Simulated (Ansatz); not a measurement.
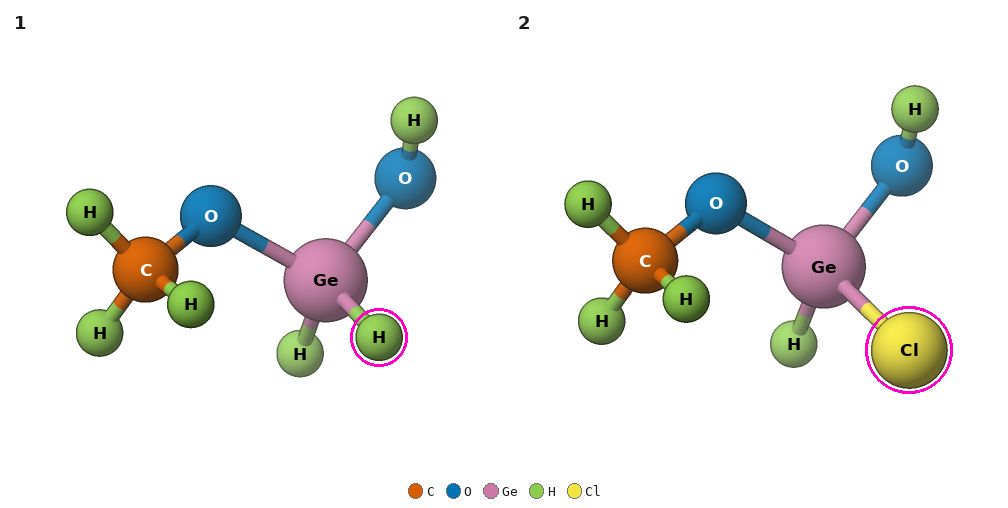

2 molecules with one skeleton, seen from the same side and at one scale; the atom that differs is circled. Each species is neutral and a spin singlet. Computed geometries: PBE0-D4/def2-TZVP optimisations, one conformation each. Properties computed with Ansatz 0.2.0.

One atom differs, called X below: H in panel 1, Cl in panel 2. Their formulas are CH6GeO2 (`C[O][GeH2][OH]`), CH5ClGeO2 (`C[O][Ge@@H]([OH])[Cl]`).

In which is the angle X–Ge–H larger (PBE0-D4/def2-TZVP)?

In panel 1 (X = H).

In which is the HOMO energy (Kohn–Sham orbital) higher (revPBE-D4/def2-TZVPP)?

In panel 1 (X = H).

Give the values. With PBE0-D4/def2-TZVP: length of X–Ge (Å), angle X–Ge–H (°). With revPBE-D4/def2-TZVPP: HOMO energy (Kohn–Sham orbital) (eV), HOMO–LUMO gap (eV). With r2SCAN-D4/def2-TZVPP: dipole moment (D).

```json
{"quantity": "length of X–Ge (Å)", "1 (H)": "1.545", "2 (Cl)": "2.153", "2 − 1": "+0.608"}
{"quantity": "angle X–Ge–H (°)", "1 (H)": "113.8", "2 (Cl)": "109.1", "2 − 1": "−4.7"}
{"quantity": "HOMO energy (Kohn–Sham orbital) (eV)", "1 (H)": "−6.30", "2 (Cl)": "−6.76", "2 − 1": "−0.46"}
{"quantity": "HOMO–LUMO gap (eV)", "1 (H)": "5.97", "2 (Cl)": "5.82", "2 − 1": "−0.15"}
{"quantity": "dipole moment (D)", "1 (H)": "1.85", "2 (Cl)": "1.43", "2 − 1": "−0.42"}
```
